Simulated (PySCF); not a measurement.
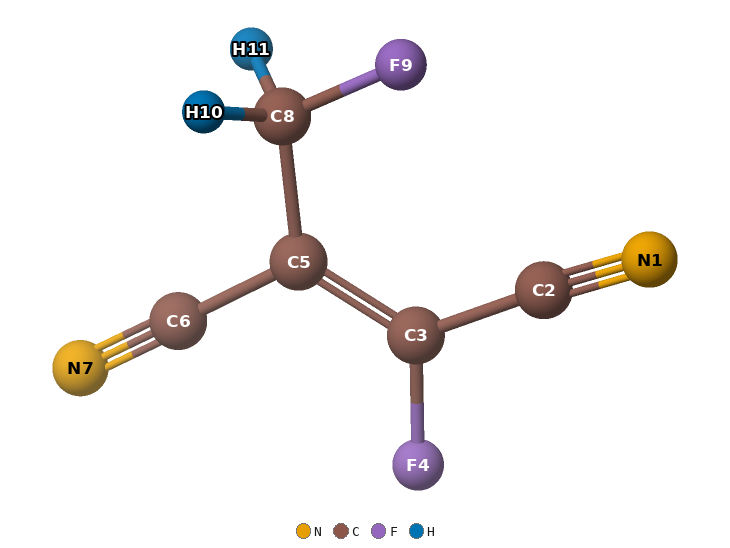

Computed geometry: GFN2-xTB optimisation. No frequency run is at hand to confirm it as a minimum. Method: B3LYP/pcJ-1 indirect spin-spin coupling, non-relativistic, gas phase (PySCF 2.14.0). Isotopes: 13C, 19F, 1H, 15N.

Give the spin–spin coupling constants of these pairs, with the number of bonds between them: C3/F4, C2/F4, F4/C5, C5/F9, F9/H10, F9/H11, N1/F4, C3/F9, F4/C8, F4/C6, C6/F9.

```
   pair  bonds apart  J (Hz)
 C3, F4            1  −343.5
 C2, F4            2    39.7
 F4, C5            2    18.2
 C5, F9            2    13.9
F9, H10            2    51.1
F9, H11            2    51.1
 N1, F4            3     2.9
 C3, F9            3     2.5
 F4, C8            3    −4.8
 F4, C6            3    −3.7
 C6, F9            3     4.7
```

Density functionals are unreliable for couplings to fluorine, so those rows may be far off.
